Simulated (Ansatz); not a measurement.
# Direct or indirect: KF (Fm-3m)

```
K F
1.0
     0.00000    2.67185    2.67185
     2.67185    0.00000    2.67185
     2.67185    2.67185    0.00000
K F
1 1
Direct
  0.00000 0.00000 0.00000
  0.50000 0.50000 0.50000
```

Method: Ansatz, PBE, independent particles, without spin-orbit coupling, line width 0.1 eV (Gaussian). The band structure gives a fundamental gap of 6.18 eV. The spectrum of vertical transitions near the edge:

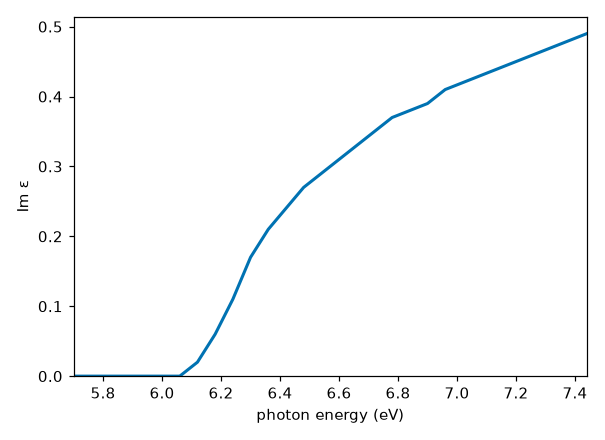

Task: Is the gap direct or indirect, and about where do vertical transitions set in?

Result: Direct: the band path has its least direct gap at the fundamental one, 6.18 eV, and the curves rise from there. Lines are broadened by 0.1 eV, which spreads the edge.

[Logs are printed without paths, hosts, clocks, repeated set-up lines and the standing remarks that a program may print on its own settings, such as how far it seeks lower states.]
